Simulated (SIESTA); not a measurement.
**How far to go with the SCF threshold: Cl (Cm, 4 atoms in the cell)**

```
CELL_PARAMETERS angstrom
      2.24672    -3.12936     0.00000
      2.24672     3.12936     0.00000
      0.00000     0.00000     8.28478
ATOMIC_POSITIONS crystal
  Cl 0.87700 0.87700 0.90304
  Cl 0.62300 0.62300 0.39700
  Cl 0.37700 0.37700 0.60300
  Cl 0.12300 0.12300 0.10300
```

Method of the run: GGA PBEsol, numerical atomic orbitals DZP, PseudoDojo PBEsol standard norm-conserving potentials (rewritten from UPF to PSML) run with SIESTA 5.4.2.

Base settings: XC.functional = GGA; XC.authors = PBEsol; potentials = PseudoDojo PBEsol standard; PAO.BasisSize = DZP; PAO.EnergyShift = 0.005 Ry; MeshCutoff = 300 Ry; kgrid.MonkhorstPack = 7 7 3; OccupationFunction = FD; ElectronicTemperature = 10 meV; MaxSCFIterations = 150.

In this ladder: SCF.DM.Tolerance = default; SCF.DM.Converge = false; SCF.H.Converge = false; SCF.FreeE.Converge = true.

The mesh stays at the base's, so the ladder's end is converged at best in this setting alone.

Only quantities that move along the ladder and can be compared are tabulated.

The starting cell has typed, rounded lattice constants, without a prior relaxation at this level. Its lattice was rescaled by up to half a per cent. One atom was moved a little off its site on purpose. Values carry the incompleteness of an atom-centred basis. In the base run, forces exceed 1 eV/Å.

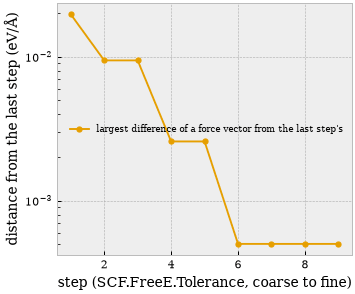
Distance from the last step along the ladder; very small values are drawn at a floor.

```tsv
SCF.FreeE.Tolerance	largest difference of a force vector from the last step's (eV/Å)	gap on the mesh (eV)
1.0E-01 eV	0.020	2.441
1.0E-02 eV	0.009	2.426
1.0E-03 eV	0.009	2.426
1.0E-04 eV	0.003	2.409
1.0E-05 eV	0.003	2.409
1.0E-06 eV	0.000	2.409
1.0E-07 eV	0.000	2.409
1.0E-08 eV	0.000	2.408
1.0E-10 eV	0.000	2.408
1.0E-12 eV	0.000	2.408
```

Coarsest SCF.FreeE.Tolerance that holds the forces within 0.005 eV/Å of the last step, with all finer ones: 1.0E-04 eV; the step before is off by 0.009 eV/Å.

Coarsest SCF.FreeE.Tolerance that holds the gap on the mesh within 0.01 eV of the last step, with all finer ones: 1.0E-04 eV; the step before is off by 0.018 eV.
